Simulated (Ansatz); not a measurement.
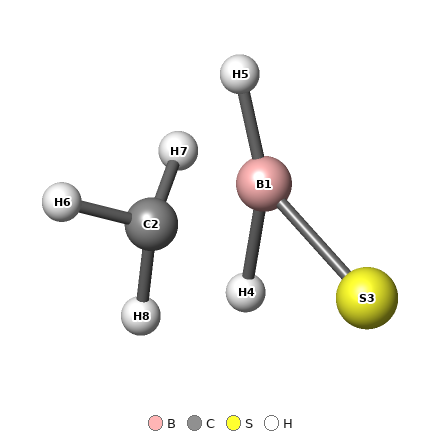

The system is the reacting system CH5BS (fragments CH₅BS where the first distance is long, BHS + CH₄ where the second is long); the picture shows the reference structure. The first coordinate is: distance C2–H4 (bond that forms); the second: distance B1–C2 (bond that breaks). Relaxed at each point: all other coordinates. The scan uses a 9 × 9 grid. Points are written as (first, second). Energies: kcal/mol, counted from the lowest grid point. Energies and slopes of some neighbouring points disagree (a jump in structure or state, or too coarse a mesh). The reference is spin-restricted, so regions where a bond is pulled apart into radicals lie too high. Method: RKS r2SCAN-D4/def2-SVP in Ansatz.

Its coordinates:

```yaml
atoms:
  - { symbol: B, position_ang: [-0.8241, -0.0618, -0.6326] }
  - { symbol: C, position_ang: [0.6274, 0.2796, 0.4804] }
  - { symbol: S, position_ang: [-1.2556, -1.6909, -0.9627] }
  - { symbol: H, position_ang: [0.0188, -0.8922, 0.0245] }
  - { symbol: H, position_ang: [-1.2119, 1.0397, -0.9292] }
  - { symbol: H, position_ang: [1.2342, 0.8819, -0.2083] }
  - { symbol: H, position_ang: [0.1272, 0.8940, 1.2403] }
  - { symbol: H, position_ang: [1.2841, -0.4503, 0.9875] }
```

Range: distance C2–H4 (bond that forms) from 0.963 to 2.763 Å; distance B1–C2 (bond that breaks) from 1.440 to 2.640 Å.

### What landscape does the calculation give?

The lowest grid point is at (2.763 Å, 1.529 Å). It lies at the edge of the scanned range, so the true minimum may lie outside. The energy also falls towards the edge at (0.963 Å, 1.529 Å) (9 kcal/mol above the lowest) and (1.097 Å, 2.640 Å) (19 kcal/mol above the lowest), where a further well may lie outside the range. The highest grid point, (2.219 Å, 2.640 Å), lies 85 kcal/mol above the lowest.

```tsv
second ↓, first →	0.963	1.097	1.281	1.491	1.720	1.963	2.219	2.486	2.763
2.640	29	19	29	48	64	78	85	81	79
2.456	32	23	33	49	65	78	72	68	66
2.278	37	27	37	52	66	64	58	54	51
2.107	42	32	42	54	60	50	43	39	36
1.945	48	42	46	53	48	35	28	24	22
1.792	55	50	49	47	36	25	16	12	10
1.652	64	58	51	41	28	15	8	3	1
1.529	9	68	56	42	27	14	6	2	0
1.440	14	79	64	48	33	20	12	7	5
```

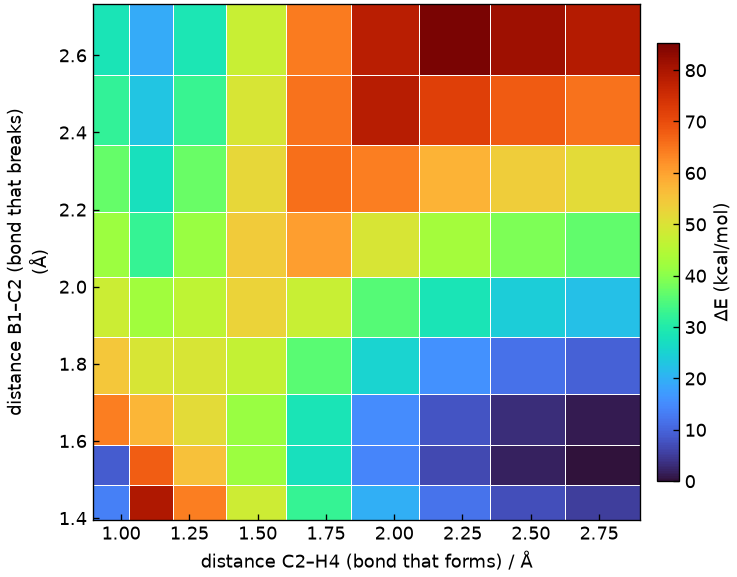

Drawn: one coloured cell a grid point.

Time for the 81 points that were run: 18 min on 1 thread of Arm Neoverse V2, on a shared host.
